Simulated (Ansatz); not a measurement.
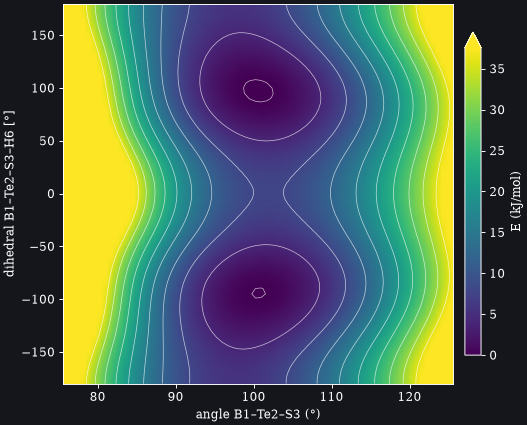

BH₃STe, SMILES B[Te]S. The first coordinate is: angle B1–Te2–S3; the second: dihedral B1–Te2–S3–H6. Nothing is relaxed (all other coordinates rigid). The scan uses a 15 × 15 grid. Points are written as (first, second). All energies are given in kJ/mol relative to the lowest grid point. Method: Ansatz 0.2.0, RKS PBE0-D4/def2-TZVP.

The picture shows a smooth colour map with a few white contour lines, one colour for all values above the top of the scale. Between grid points the surface is interpolated.

The lowest grid point is at (100.6°, 108°); the map holds 2 wells of about this depth. The highest grid point, (75.6°, 12°), lies 105.8 kJ/mol above the lowest. On the interpolated surface the easiest way out of the lowest well to the well at about (101°, −95°) passes a barrier of about 5.7 kJ/mol, counted from the interpolated bottom of the well. Round the minimum the valley is somewhat tilted: raising angle B1–Te2–S3 shifts the best value of dihedral B1–Te2–S3–H6 downwards (coupling k₁₂/√(k₁₁k₂₂) about 0.2).

The level of theory is changed to RHF-MP2, frozen core/def2-TZVP in Ansatz; with it change the reference geometry, relaxed at the new level; the new grid has 13 × 12 points, laid about the new relaxed structure.

What does this change do to the map?

Answer. The minimum (interpolated where it lies between grid points) moves from about (101°, 95°) to about (100°, 95°). The easiest pass out of the lowest well goes from about 5.7 to about 6.3 kJ/mol on the interpolated surfaces. The curvature at the minimum changes by less than a tenth (about 5) eV/rad² along angle B1–Te2–S3 and from about 0.15 to 0.18 eV/rad² along dihedral B1–Te2–S3–H6.

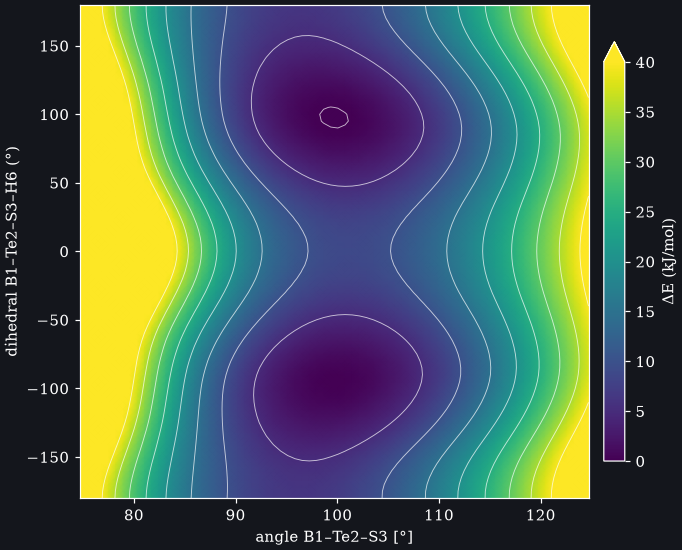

The map after the change, on a colour scale of its own. In the figure: a smooth colour map with a few white contour lines, one colour for all values above the top of the scale. Between grid points the surface is interpolated.
